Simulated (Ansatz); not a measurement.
**Si₃W (charge −1, doublet): density, localisation and related maps**

Input

```
crystal:
  periodic: [false, false, false]
  atoms:
    - {symbol: W, position_ang: [0.260437, -1.165988, 0.234430]}
    - {symbol: Si, position_ang: [-1.742024, -0.087163, 0.183775]}
    - {symbol: Si, position_ang: [0.856830, 0.900065, 1.021939]}
    - {symbol: Si, position_ang: [0.624757, 0.353087, -1.440144]}
basis:
  gaussian: {orbitals: def2-TZVPD, initial_orbitals: start.molden}
total_charge: -1
magnetization: {spin_polarized: true, initial_magnetization: 1}
hamiltonian: {xc: pbe0, dispersion: d4}
scf: {omitted_lower_state_checks: [starts]}
output: {orbitals: {seedname: orbitals}}
```

Launched as:

```sh
ansatz run in.yaml --threads 4 --pin off --events-out ev --progress --plain --max-ram 3916MiB
```

Geometry: PBE0-D4/def2-SVPD; core potentials replace the inner electrons of W; the highest occupied orbital lies above zero, a sign that basis and functional describe the outermost electron poorly.

The calculation used UKS PBE0-D4/def2-TZVPD in Ansatz.

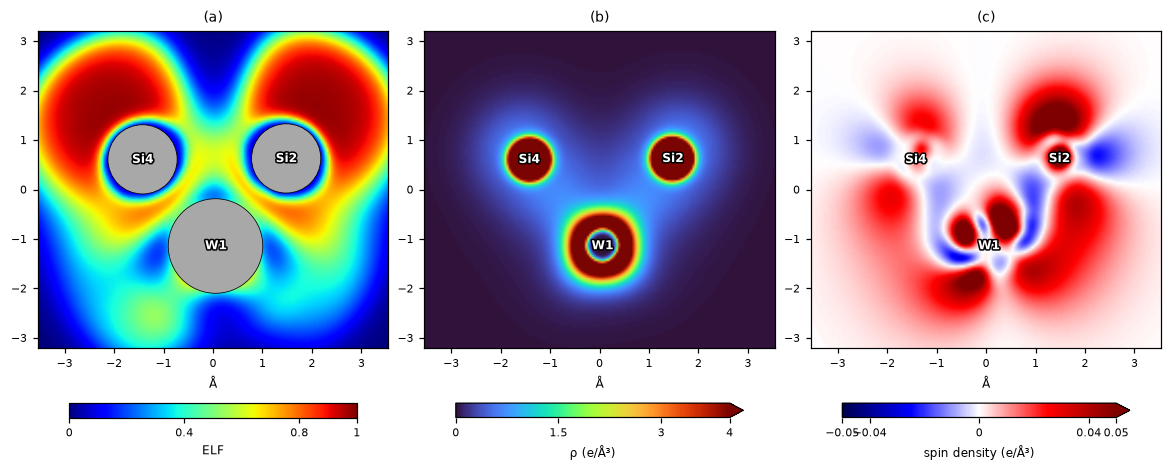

Figure 1. (a) ELF; (b) electron density; (c) spin density (α minus β) on the plane of atoms Si2, W1 and Si4. Grey discs cover the atomic cores in the ELF map.

### Read the bonding off the picture.

The section cuts through W and Si sites.
Si–W (2.28 Å): ρ at the midpoint is about 0.83 e/Å³, with its minimum of 0.71 e/Å³ about 0.8 Å from Si; the ELF peaks at about 0.70 in the valence shell of Si, 1.0 Å from its nucleus, and is about 0.60 at the midpoint.
The unpaired spin (1 electron) lies mostly on W1 (about 0.5), Si2 (about 0.3), Si3 (about 0.1) and Si4 (about 0.1), in electrons by Hirshfeld's partition.

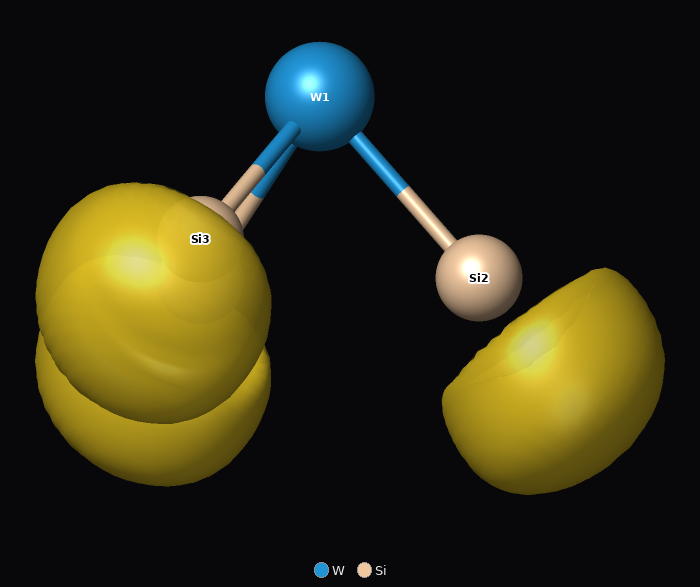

Figure 2. Isosurface of the ELF at 0.9 (yellow), seen from one side. Core shells and regions of very low density are left out.

### Where are the electrons localised?

At this value the surface marks out three lobes on Si, pointing away from the bonds (non-bonding electrons).

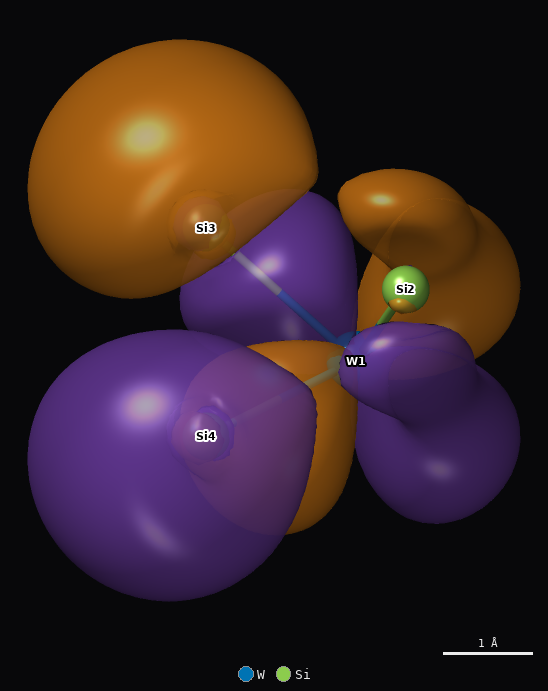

Figure 3. The HOMO (β) at ±0.05 Å⁻³ᐟ² (orange and purple are the two phases), seen at a tilt.

### Where does this orbital lie, and at what energy?

Its weight (Hirshfeld) is mainly on W1 (about 50 %), Si3 (about 25 %) and Si4 (about 25 %). Its energy is −1.47 eV.
